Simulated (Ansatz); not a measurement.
# SnNH3S2 (SMILES [NH2][SnH]1[S][S]1): BHLYP/def2-SVP (core potential)

Aim: the vertical singlet–triplet gap of SnNH3S2 at BHLYP/def2-SVP (core potential), from 2 runs. 

Program for the calculation: Ansatz 0.2.0.

38 further runs of the same task are left out: 38 set aside as unsound or not needed.

### Step 1. The system as given

The species is SnNH3S2 (7 atoms), meant as a singlet with charge 0. SMILES: `[NH2][SnH]1[S][S]1`. The shape is that of a PBE0-D4/def2-TZVP optimisation. This is one conformer, not always the lowest.

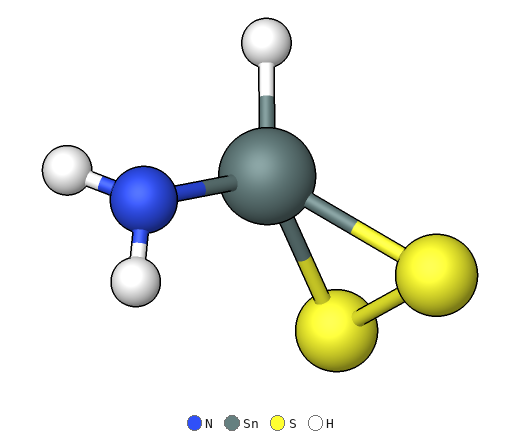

The structure, seen from a chosen angle (nitrogen blue, tin teal, sulfur yellow, hydrogen white).

### Step 2. A single-point energy at BHLYP/def2-SVP (core potential)

The input, input.yaml:

```yaml
basis:
  gaussian: {orbitals: def2-SVP}
crystal:
  periodic: [false, false, false]
  atoms:
    - {symbol: N, position_ang: [-0.858900, 1.180400, 0.033200]}
    - {symbol: Sn, position_ang: [0.658800, -0.125900, 0.009600]}
    - {symbol: S, position_ang: [0.436900, -1.947300, 1.490200]}
    - {symbol: S, position_ang: [0.292300, -2.381600, -0.639300]}
    - {symbol: H, position_ang: [-0.847300, 1.845800, -0.729000]}
    - {symbol: H, position_ang: [-1.763700, 0.727200, 0.057900]}
    - {symbol: H, position_ang: [2.143100, 0.633400, -0.268300]}
total_charge: 0
hamiltonian: {xc: {name: BHLYP}}
output: {orbitals: {seedname: orbitals}}
accuracy: high
```

Run with:

```bash
ansatz run input.yaml --threads 1 --pin off --max-ram 2610MiB --events-out events.jsonl --progress --plain --runs-dir runs
```

The program printed:

```text
Warning: RAYON_NUM_THREADS=1 ignored (pool sized by the plan → 1); use --threads N
Functional definition: BHLYP
  name "BHLYP"
  parameter a = 0.5
  exchange = (1 - a)*b88_x + a*exact_x
  correlation = lyp_c
2063 factors; integrals over basis functions are off by at most 3.8e-9 eV
mean field evaluation 1: about -29025.1762 eV, gradient 4.5e1 eV
mean field evaluation 2: about -29021.9142 eV, gradient 5.7e1 eV
mean field evaluation 4: about -29029.5736 eV, gradient 2.3e0 eV
mean field evaluation 8: about -29029.9482 eV, gradient 5.2e-1 eV
mean field evaluation 16: about -29029.9491 eV, gradient 2.2e-4 eV
mean field -29029.94909926 eV, -1066.8309521917 hartree, gradient 4.6e-8 eV, S^2 0.000000; 0 other end points of the search recorded, 0 dependent functions left out
reference -29029.94912652 eV, -1066.8309531932 hartree; 32, 32 occupied and 59, 59 virtual orbitals, 2063 factors
Total energy: -29029.94912652 eV, -1066.8309531932 hartree
```

Wall time 13 s (1 thread of Arm Neoverse V1, shared host); peak memory 0.35 GiB.

### Step 3. The triplet at the same level

The input, in.yaml:

```yaml
crystal:
  periodic: [false, false, false]
  atoms:
    - {symbol: N, position_ang: [-0.858900, 1.180400, 0.033200]}
    - {symbol: Sn, position_ang: [0.658800, -0.125900, 0.009600]}
    - {symbol: S, position_ang: [0.436900, -1.947300, 1.490200]}
    - {symbol: S, position_ang: [0.292300, -2.381600, -0.639300]}
    - {symbol: H, position_ang: [-0.847300, 1.845800, -0.729000]}
    - {symbol: H, position_ang: [-1.763700, 0.727200, 0.057900]}
    - {symbol: H, position_ang: [2.143100, 0.633400, -0.268300]}
basis:
  gaussian: {orbitals: def2-SVP}
magnetization: {spin_polarized: true, initial_magnetization: 2}
hamiltonian: {xc: {name: BHLYP}}
accuracy: high
output: {orbitals: {seedname: orbitals}}
```

Run with:

```bash
ansatz run in.yaml --threads 1 --pin off --max-ram 2610MiB --events-out events.jsonl --progress --plain --runs-dir runs
```

The program printed:

```text
Warning: RAYON_NUM_THREADS=1 ignored (pool sized by the plan → 1); use --threads N
[... 5 set-up lines as earlier in the session ...]
2063 factors; integrals over basis functions are off by at most 3.8e-9 eV
mean field evaluation 1: about -29022.7594 eV, gradient 3.2e1 eV
mean field evaluation 2: about -29019.7605 eV, gradient 4.0e1 eV
mean field evaluation 4: about -29027.2740 eV, gradient 1.9e0 eV
mean field evaluation 8: about -29027.4515 eV, gradient 2.5e-1 eV
mean field evaluation 16: about -29027.4527 eV, gradient 2.8e-3 eV
mean field evaluation 32: about -29027.4527 eV, gradient 1.1e-6 eV
mean field -29027.45266505 eV, -1066.7392099265 hartree, gradient 5.0e-8 eV, S^2 2.018910; 2 other end points of the search recorded, 0 dependent functions left out
reference -29027.45269228 eV, -1066.7392109271 hartree; 33, 31 occupied and 58, 60 virtual orbitals, 2063 factors
Total energy: -29027.45269228 eV, -1066.7392109271 hartree
```

It took 28 s on 1 thread of Arm Neoverse V1, shared host; peak memory 0.53 GiB.

### Step 4. Outcome

Level: BHLYP/def2-SVP (core potential).

| quantity | value |
| --- | --- |
| singlet: total energy | -1066.83095 Eh |
| singlet: HOMO energy | -6.91 eV |
| singlet: LUMO energy | -0.25 eV |
| singlet: HOMO–LUMO gap | 6.66 eV |
| triplet: total energy | -1066.73921 Eh |
| triplet: HOMO energy (highest over α and β) | -4.47 eV |
| triplet: LUMO energy (lowest over α and β) | -2.43 eV |
| triplet: ⟨S²⟩ | 2.019 |
| vertical energy of the triplet above the singlet | 2.496 eV |

At this shape the triplet lies 2.50 eV (58 kcal/mol) above the singlet.
